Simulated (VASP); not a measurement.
Band structure of Te (relaxed from the bcc structure, space group Im-3m). These are r2SCAN meta-GGA, VASP's PBE PAW potentials (set 64) (plane waves; VASP) values and carry that method's errors.

Unless said otherwise, spin-orbit coupling is left out, though it shifts the bands of the heavy elements here.

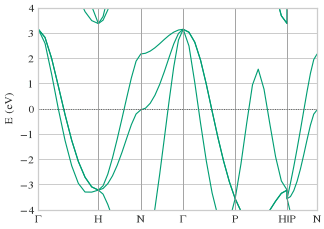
Fig. 1. Bands along high-symmetry lines, zero at the valence-band maximum or, without a gap, the Fermi level

Task: Read the plot: is there a gap, and where are the band edges?

Result: It has no gap at this level: it comes out as a metal or semimetal.

The structure was generated: Te was put into the bcc type (Im-3m), which need not be its known phase. It was relaxed first.
